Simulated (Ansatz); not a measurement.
# SiPF (triplet): wB97M-V, B2PLYP over vertical spin and charge gaps, def2-QZVPP

How well do these functionals follow the top wave-function level for SiPF (triplet) over vertical spin and charge gaps?

The runs use Ansatz 0.2.0, Gaussian basis; def2-QZVPP, all electrons in the functionals, frozen cores in the correlation of double hybrids and RPA.

To be run: wB97M-V, B2PLYP, at charge 0, triplet; charge 0, singlet; charge 0, quintet; charge 1, doublet; charge 1, quartet.

2 further runs of the same task are left out: 2 set aside as unsound or not needed. Runs told in other sessions of the task aren't counted.

### Step 1. The system

The geometry is a PBE0/def2-TZVP stationary point (not a proven minimum).

3 atoms, charge 0, spin multiplicity 3.

Atoms are counted from 1 here; the program's logs count them from 0.

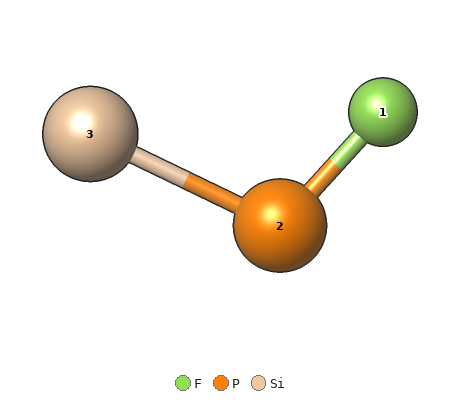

The geometry (fluorine green, phosphorus orange, silicon light orange); atoms are numbered from 1 in the order of the file.

No dispersion term is added; wB97M-V holds VV10 nonlocal correlation.

The geometry shown and the zero of energy belong to the point charge 0, triplet. The yardstick, UCCSD(T), and other wave-function levels (R restricted, U unrestricted, valence and pair active spaces) come from earlier runs.

### Step 2. wB97M-V, charge 0, triplet

File in.yaml:

```yaml
crystal:
  periodic: [false, false, false]
  atoms:
    - {symbol: F, position_ang: [0.000000, -0.674306, 1.490349]}
    - {symbol: P, position_ang: [0.000000, 0.600388, 0.503498]}
    - {symbol: Si, position_ang: [0.000000, -0.205998, -1.563422]}
basis:
  gaussian: {orbitals: "def2-QZVPP.json"}
magnetization: {spin_polarized: true, initial_magnetization: 2}
hamiltonian: {xc: {name: wB97M-V}}
output: {orbitals: {seedname: orbitals}}
```

Run with:

```sh
$ ansatz run in.yaml --threads 1 --pin off --events-out ev --progress --plain --max-ram 2393MiB
```

Log (excerpt; [...] marks lines left out):

```text
Functional definition: wB97M-V
  name "wB97M-V"
  cite "Mardirossian & Head-Gordon, J. Chem. Phys. 144, 214110 (2016) doi:10.1063/1.4952647"
  cite "Becke, J. Chem. Phys. 107, 8554 (1997) doi:10.1063/1.475007"
  cite "Vydrov & Van Voorhis, J. Chem. Phys. 133, 244103 (2010) doi:10.1063/1.3521275"
  # Of w^i u^j: cxij and so on, Table III.
[...]
  gx(w, u) = 1 - cx + cx01*u + cx10*w
  gss(w, u) = css00 + css04*u^4 + css10*w + css20*w^2 + css43*w^4*u^3
  gos(w, u) = cos00 + cos10*w + (cos20 + cos21*u)*w^2 + (cos60 + cos61*u)*w^6
[...]
      + integral(e_c_pw_mod_opposite_spin*gos(b97_w_opposite, b97_u_opposite)) + vv10(b, c)
882 factors; their error is unknown
156 factors; integrals over basis functions are off by at most 6.6e-5 eV
[...]
mean field -19881.55965917 eV, -730.6338412693 hartree, gradient 3.9e-6 eV, S^2 2.004089; 3 other end points of the search recorded, 0 dependent functions left out
reference -19881.55969714 eV, -730.6338426646 hartree; 20, 18 occupied and 177, 179 virtual orbitals, 882 factors
Total energy: -19881.55969714 eV, -730.6338426646 hartree
```

It took 1.8 min on 1 thread of Arm Neoverse V1, shared host; peak memory 0.76 GiB.

From the report: ⟨S²⟩ of the determinant 2.004 (pure triplet: 2.00).

### Step 3. wB97M-V, charge 0, singlet

in.yaml, as its differences from that of step 2:

```diff
@@ -8,3 +8,3 @@
   gaussian: {orbitals: "def2-QZVPP.json"}
-magnetization: {spin_polarized: true, initial_magnetization: 2}
+magnetization: {spin_polarized: true, initial_magnetization: 0}
 hamiltonian: {xc: {name: wB97M-V}}
```

Launched as before.

Log (excerpt; [...] marks lines left out):

```text
Functional definition: wB97M-V
  name "wB97M-V"
  cite "Mardirossian & Head-Gordon, J. Chem. Phys. 144, 214110 (2016) doi:10.1063/1.4952647"
  cite "Becke, J. Chem. Phys. 107, 8554 (1997) doi:10.1063/1.475007"
  cite "Vydrov & Van Voorhis, J. Chem. Phys. 133, 244103 (2010) doi:10.1063/1.3521275"
  # Of w^i u^j: cxij and so on, Table III.
[...]
  gx(w, u) = 1 - cx + cx01*u + cx10*w
  gss(w, u) = css00 + css04*u^4 + css10*w + css20*w^2 + css43*w^4*u^3
  gos(w, u) = cos00 + cos10*w + (cos20 + cos21*u)*w^2 + (cos60 + cos61*u)*w^6
[...]
      + integral(e_c_pw_mod_opposite_spin*gos(b97_w_opposite, b97_u_opposite)) + vv10(b, c)
882 factors; their error is unknown
156 factors; integrals over basis functions are off by at most 6.6e-5 eV
[...]
mean field -19882.10443187 eV, -730.6538612967 hartree, gradient 2.1e-5 eV, S^2 0.000000; 3 other end points of the search recorded, 0 dependent functions left out
reference -19882.10447007 eV, -730.6538627008 hartree; 19, 19 occupied and 178, 178 virtual orbitals, 882 factors
Total energy: -19882.10447007 eV, -730.6538627008 hartree
```

It took 82 s on 1 thread of Arm Neoverse V1, shared host; peak memory 0.76 GiB.

From the report: ⟨S²⟩ of the determinant 0.000 (pure singlet: 0.00).

From charge 0, triplet: -0.545 eV.

### Step 4. wB97M-V, charge 0, quintet

in.yaml, as its differences from that of step 3:

```diff
@@ -8,3 +8,3 @@
   gaussian: {orbitals: "def2-QZVPP.json"}
-magnetization: {spin_polarized: true, initial_magnetization: 0}
+magnetization: {spin_polarized: true, initial_magnetization: 4}
 hamiltonian: {xc: {name: wB97M-V}}
```

The command is unchanged.

Log (excerpt; [...] marks lines left out):

```text
Functional definition: wB97M-V
  name "wB97M-V"
  cite "Mardirossian & Head-Gordon, J. Chem. Phys. 144, 214110 (2016) doi:10.1063/1.4952647"
  cite "Becke, J. Chem. Phys. 107, 8554 (1997) doi:10.1063/1.475007"
  cite "Vydrov & Van Voorhis, J. Chem. Phys. 133, 244103 (2010) doi:10.1063/1.3521275"
  # Of w^i u^j: cxij and so on, Table III.
[...]
  gx(w, u) = 1 - cx + cx01*u + cx10*w
  gss(w, u) = css00 + css04*u^4 + css10*w + css20*w^2 + css43*w^4*u^3
  gos(w, u) = cos00 + cos10*w + (cos20 + cos21*u)*w^2 + (cos60 + cos61*u)*w^6
[...]
      + integral(e_c_pw_mod_opposite_spin*gos(b97_w_opposite, b97_u_opposite)) + vv10(b, c)
882 factors; their error is unknown
156 factors; integrals over basis functions are off by at most 6.6e-5 eV
[...]
mean field -19879.56017098 eV, -730.5603614338 hartree, gradient 2.9e-5 eV, S^2 6.004539; 0 other end points of the search recorded, 0 dependent functions left out
reference -19879.56020801 eV, -730.5603627946 hartree; 21, 17 occupied and 176, 180 virtual orbitals, 882 factors
Total energy: -19879.56020801 eV, -730.5603627946 hartree
```

Wall time 28 s (1 thread of Arm Neoverse V1, shared host); peak memory 0.57 GiB.

From the report: ⟨S²⟩ of the determinant 6.005 (pure quintet: 6.00).

From charge 0, triplet: +1.999 eV.

### Step 5. wB97M-V, charge 1, doublet

in.yaml, as its differences from that of step 4:

```diff
@@ -8,3 +8,4 @@
   gaussian: {orbitals: "def2-QZVPP.json"}
-magnetization: {spin_polarized: true, initial_magnetization: 4}
+total_charge: 1
+magnetization: {spin_polarized: true, initial_magnetization: 1}
 hamiltonian: {xc: {name: wB97M-V}}
```

Same command.

Log (excerpt; [...] marks lines left out):

```text
Functional definition: wB97M-V
  name "wB97M-V"
  cite "Mardirossian & Head-Gordon, J. Chem. Phys. 144, 214110 (2016) doi:10.1063/1.4952647"
  cite "Becke, J. Chem. Phys. 107, 8554 (1997) doi:10.1063/1.475007"
  cite "Vydrov & Van Voorhis, J. Chem. Phys. 133, 244103 (2010) doi:10.1063/1.3521275"
  # Of w^i u^j: cxij and so on, Table III.
[...]
  gx(w, u) = 1 - cx + cx01*u + cx10*w
  gss(w, u) = css00 + css04*u^4 + css10*w + css20*w^2 + css43*w^4*u^3
  gos(w, u) = cos00 + cos10*w + (cos20 + cos21*u)*w^2 + (cos60 + cos61*u)*w^6
[...]
      + integral(e_c_pw_mod_opposite_spin*gos(b97_w_opposite, b97_u_opposite)) + vv10(b, c)
882 factors; their error is unknown
156 factors; integrals over basis functions are off by at most 6.6e-5 eV
[...]
mean field -19873.60954079 eV, -730.3416798075 hartree, gradient 1.9e-5 eV, S^2 0.752023; 5 other end points of the search recorded, 0 dependent functions left out
reference -19873.60958202 eV, -730.3416813227 hartree; 19, 18 occupied and 178, 179 virtual orbitals, 882 factors
Total energy: -19873.60958202 eV, -730.3416813227 hartree
```

Wall time 1.8 min (1 thread of Arm Neoverse V1, shared host); peak memory 0.78 GiB.

From the report: ⟨S²⟩ of the determinant 0.752 (pure doublet: 0.75).

From charge 0, triplet: +7.950 eV.

### Step 6. wB97M-V, charge 1, quartet

in.yaml, as its differences from that of step 5:

```diff
@@ -9,3 +9,3 @@
 total_charge: 1
-magnetization: {spin_polarized: true, initial_magnetization: 1}
+magnetization: {spin_polarized: true, initial_magnetization: 3}
 hamiltonian: {xc: {name: wB97M-V}}
```

The command is unchanged.

Log (excerpt; [...] marks lines left out):

```text
Functional definition: wB97M-V
  name "wB97M-V"
  cite "Mardirossian & Head-Gordon, J. Chem. Phys. 144, 214110 (2016) doi:10.1063/1.4952647"
  cite "Becke, J. Chem. Phys. 107, 8554 (1997) doi:10.1063/1.475007"
  cite "Vydrov & Van Voorhis, J. Chem. Phys. 133, 244103 (2010) doi:10.1063/1.3521275"
  # Of w^i u^j: cxij and so on, Table III.
[...]
  gx(w, u) = 1 - cx + cx01*u + cx10*w
  gss(w, u) = css00 + css04*u^4 + css10*w + css20*w^2 + css43*w^4*u^3
  gos(w, u) = cos00 + cos10*w + (cos20 + cos21*u)*w^2 + (cos60 + cos61*u)*w^6
[...]
      + integral(e_c_pw_mod_opposite_spin*gos(b97_w_opposite, b97_u_opposite)) + vv10(b, c)
882 factors; their error is unknown
156 factors; integrals over basis functions are off by at most 6.6e-5 eV
[...]
mean field -19872.70238758 eV, -730.3083425422 hartree, gradient 4.5e-5 eV, S^2 3.754629; 1 other end points of the search recorded, 0 dependent functions left out
reference -19872.70242969 eV, -730.3083440897 hartree; 20, 17 occupied and 177, 180 virtual orbitals, 882 factors
Total energy: -19872.70242969 eV, -730.3083440897 hartree
```

Wall time 32 s (1 thread of Arm Neoverse V1, shared host); peak memory 0.57 GiB.

From the report: ⟨S²⟩ of the determinant 3.755 (pure quartet: 3.75).

From charge 0, triplet: +8.857 eV.

### Step 7. B2PLYP, charge 0, triplet

File in.yaml:

```yaml
crystal:
  periodic: [false, false, false]
  atoms:
    - {symbol: F, position_ang: [0.000000, -0.674306, 1.490349]}
    - {symbol: P, position_ang: [0.000000, 0.600388, 0.503498]}
    - {symbol: Si, position_ang: [0.000000, -0.205998, -1.563422]}
basis:
  gaussian: {orbitals: "def2-QZVPP.json"}
magnetization: {spin_polarized: true, initial_magnetization: 2}
hamiltonian: {xc: {name: B2PLYP}}
correlation: {electrons: outside_noble_gas}
```

The command is unchanged.

Log (excerpt; [...] marks lines left out):

```text
Functional definition: B2PLYP
  name "B2PLYP"
  cite "Grimme, J. Chem. Phys. 124, 034108 (2006) doi:10.1063/1.2148954"
  cite "Becke, Phys. Rev. A 38, 3098 (1988) doi:10.1103/PhysRevA.38.3098"
  cite "Lee, Yang & Parr, Phys. Rev. B 37, 785 (1988) doi:10.1103/PhysRevB.37.785"
[...]
1198 factors; integrals over basis functions are off by at most 6.6e-4 eV
[...]
mean field -19871.09863247 eV, -730.2494056289 hartree, gradient 1.4e-6 eV, S^2 2.016840; 8 other end points of the search recorded, 0 dependent functions left out
11 core orbitals not correlated: weight in the atoms' cores, before any rotation towards them, 1.000 or more for the frozen orbitals, at most 0.000 for the correlated occupied ones
reference -19871.09875705 eV, -730.2494102072 hartree; 9, 7 occupied and 177, 179 virtual orbitals, 1198 factors
second order -16.21519634 eV of doubles, -0.00000000 eV of singles
Total energy: -19875.47686007 eV, -730.4103025253 hartree
```

Wall time 64 s (1 thread of Arm Neoverse V1, shared host); peak memory 0.52 GiB.

From the report: ⟨S²⟩ of the determinant 2.017 (pure triplet: 2.00).

### Step 8. B2PLYP, charge 0, singlet

in.yaml, as its differences from that of step 7:

```diff
@@ -8,3 +8,3 @@
   gaussian: {orbitals: "def2-QZVPP.json"}
-magnetization: {spin_polarized: true, initial_magnetization: 2}
+magnetization: {spin_polarized: true, initial_magnetization: 0}
 hamiltonian: {xc: {name: B2PLYP}}
```

The command is unchanged.

Log (excerpt; [...] marks lines left out):

```text
Functional definition: B2PLYP
  name "B2PLYP"
  cite "Grimme, J. Chem. Phys. 124, 034108 (2006) doi:10.1063/1.2148954"
  cite "Becke, Phys. Rev. A 38, 3098 (1988) doi:10.1103/PhysRevA.38.3098"
  cite "Lee, Yang & Parr, Phys. Rev. B 37, 785 (1988) doi:10.1103/PhysRevB.37.785"
[...]
1198 factors; integrals over basis functions are off by at most 6.6e-4 eV
[...]
mean field -19871.36991934 eV, -730.2593752376 hartree, gradient 5.6e-6 eV, S^2 0.179083; 8 other end points of the search recorded, 0 dependent functions left out
11 core orbitals not correlated: weight in the atoms' cores, before any rotation towards them, 1.000 or more for the frozen orbitals, at most 0.000 for the correlated occupied ones
reference -19871.37004328 eV, -730.2593797923 hartree; 8, 8 occupied and 178, 178 virtual orbitals, 1198 factors
second order -17.08843624 eV of doubles, -0.00000000 eV of singles
Total energy: -19875.98392107 eV, -730.4289366735 hartree
```

Wall time 92 s (1 thread of Arm Neoverse V1, shared host); peak memory 0.58 GiB.

From the report: ⟨S²⟩ of the determinant 0.179 (pure singlet: 0.00).

From charge 0, triplet: -0.507 eV.

### Step 9. B2PLYP, charge 0, quintet

in.yaml, as its differences from that of step 8:

```diff
@@ -8,3 +8,3 @@
   gaussian: {orbitals: "def2-QZVPP.json"}
-magnetization: {spin_polarized: true, initial_magnetization: 0}
+magnetization: {spin_polarized: true, initial_magnetization: 4}
 hamiltonian: {xc: {name: B2PLYP}}
```

Launched as before.

Log (excerpt; [...] marks lines left out):

```text
Functional definition: B2PLYP
  name "B2PLYP"
  cite "Grimme, J. Chem. Phys. 124, 034108 (2006) doi:10.1063/1.2148954"
  cite "Becke, Phys. Rev. A 38, 3098 (1988) doi:10.1103/PhysRevA.38.3098"
  cite "Lee, Yang & Parr, Phys. Rev. B 37, 785 (1988) doi:10.1103/PhysRevB.37.785"
[...]
1198 factors; integrals over basis functions are off by at most 6.6e-4 eV
[...]
mean field -19869.40325172 eV, -730.1871015356 hartree, gradient 7.8e-6 eV, S^2 6.011767; 0 other end points of the search recorded, 0 dependent functions left out
11 core orbitals not correlated: weight in the atoms' cores, before any rotation towards them, 1.000 or more for the frozen orbitals, at most 0.000 for the correlated occupied ones
reference -19869.40337566 eV, -730.1871060901 hartree; 10, 6 occupied and 176, 180 virtual orbitals, 1198 factors
second order -15.79213003 eV of doubles, -0.00000000 eV of singles
Total energy: -19873.66725077 eV, -730.3438006101 hartree
```

Run time: 16 s. Hardware: 1 thread of Arm Neoverse V1, shared host; peak memory 0.48 GiB.

From the report: ⟨S²⟩ of the determinant 6.012 (pure quintet: 6.00).

From charge 0, triplet: +1.810 eV.

### Step 10. B2PLYP, charge 1, doublet

in.yaml, as its differences from that of step 9:

```diff
@@ -8,3 +8,4 @@
   gaussian: {orbitals: "def2-QZVPP.json"}
-magnetization: {spin_polarized: true, initial_magnetization: 4}
+total_charge: 1
+magnetization: {spin_polarized: true, initial_magnetization: 1}
 hamiltonian: {xc: {name: B2PLYP}}
```

The command is unchanged.

Log (excerpt; [...] marks lines left out):

```text
Functional definition: B2PLYP
  name "B2PLYP"
  cite "Grimme, J. Chem. Phys. 124, 034108 (2006) doi:10.1063/1.2148954"
  cite "Becke, Phys. Rev. A 38, 3098 (1988) doi:10.1103/PhysRevA.38.3098"
  cite "Lee, Yang & Parr, Phys. Rev. B 37, 785 (1988) doi:10.1103/PhysRevB.37.785"
[...]
1198 factors; integrals over basis functions are off by at most 6.6e-4 eV
[...]
mean field -19863.16649123 eV, -729.9579048150 hartree, gradient 9.4e-6 eV, S^2 0.812969; 8 other end points of the search recorded, 0 dependent functions left out
11 core orbitals not correlated: weight in the atoms' cores, before any rotation towards them, 1.000 or more for the frozen orbitals, at most 0.000 for the correlated occupied ones
reference -19863.16662362 eV, -729.9579096800 hartree; 8, 7 occupied and 178, 179 virtual orbitals, 1198 factors
second order -15.74909533 eV of doubles, -0.00000000 eV of singles
Total energy: -19867.41887936 eV, -730.1141771961 hartree
```

Wall time 83 s (1 thread of Arm Neoverse V1, shared host); peak memory 0.59 GiB.

From the report: ⟨S²⟩ of the determinant 0.813 (pure doublet: 0.75).

From charge 0, triplet: +8.058 eV.

### Step 11. B2PLYP, charge 1, quartet

in.yaml, as its differences from that of step 10:

```diff
@@ -9,3 +9,3 @@
 total_charge: 1
-magnetization: {spin_polarized: true, initial_magnetization: 1}
+magnetization: {spin_polarized: true, initial_magnetization: 3}
 hamiltonian: {xc: {name: B2PLYP}}
```

Launched as before.

Log (excerpt; [...] marks lines left out):

```text
Functional definition: B2PLYP
  name "B2PLYP"
  cite "Grimme, J. Chem. Phys. 124, 034108 (2006) doi:10.1063/1.2148954"
  cite "Becke, Phys. Rev. A 38, 3098 (1988) doi:10.1103/PhysRevA.38.3098"
  cite "Lee, Yang & Parr, Phys. Rev. B 37, 785 (1988) doi:10.1103/PhysRevB.37.785"
[...]
1198 factors; integrals over basis functions are off by at most 6.6e-4 eV
[...]
mean field -19862.47904882 eV, -729.9326417721 hartree, gradient 1.4e-6 eV, S^2 3.762733; 3 other end points of the search recorded, 0 dependent functions left out
11 core orbitals not correlated: weight in the atoms' cores, before any rotation towards them, 1.000 or more for the frozen orbitals, at most 0.000 for the correlated occupied ones
reference -19862.47918301 eV, -729.9326467036 hartree; 9, 6 occupied and 177, 180 virtual orbitals, 1198 factors
second order -15.55592885 eV of doubles, -0.00000000 eV of singles
Total energy: -19866.67928380 eV, -730.0869975607 hartree
```

It took 26 s on 1 thread of Arm Neoverse V1, shared host; peak memory 0.61 GiB.

From the report: ⟨S²⟩ of the determinant 3.763 (pure quartet: 3.75).

From charge 0, triplet: +8.798 eV.

### Step 12. Against the wave-function levels

No level is safe as a reference over these points; UCCSD(T) serves as a yardstick only. It comes from earlier runs at the same points. Energies in eV, counted from charge 0, triplet; blanks weren't run or aren't comparable.

```
   level  triplet to singlet  triplet to quintet  ionisation to the doublet cation  ionisation to the quartet cation
UCCSD(T)                                   1.738                             8.123                             8.881
 wB97M-V              -0.545               1.999                             7.950                             8.857
  B2PLYP              -0.507               1.810                             8.058                             8.798
```

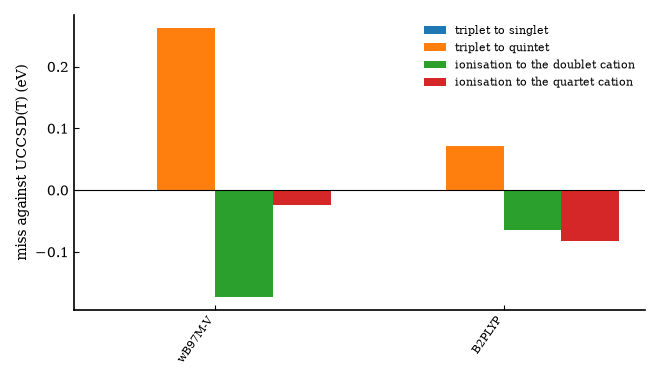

Misses of the gaps against UCCSD(T).

Largest miss and mean time a point (UCCSD(T) took 3.9 min a point; shared hosts):

```
  level  largest miss (eV)                             where  time a point
wB97M-V             +0.262                triplet to quintet          71 s
 B2PLYP             -0.083  ionisation to the quartet cation          56 s
```

### Step 13. Summary of results

| quantity | value |
| --- | --- |
| triplet to quintet, UCCSD(T) | 1.738 eV |
| ionisation to the doublet cation, UCCSD(T) | 8.123 eV |
| ionisation to the quartet cation, UCCSD(T) | 8.881 eV |
| largest miss, wB97M-V | +0.262 eV (triplet to quintet) |
| largest miss, B2PLYP | -0.083 eV (ionisation to the quartet cation) |

What this shows: Misses are known at 3 of 4 points at best, and only functionals with that many are ranked. Of the functionals, B2PLYP keep the smallest largest miss at the points compared (at most 0.083 eV) and wB97M-V strays most (0.262 eV, at triplet to quintet). Functionals and the yardstick converge differently with the basis, so part of each miss in def2-QZVPP is the basis. The yardstick itself may be off where one determinant is a poor start.
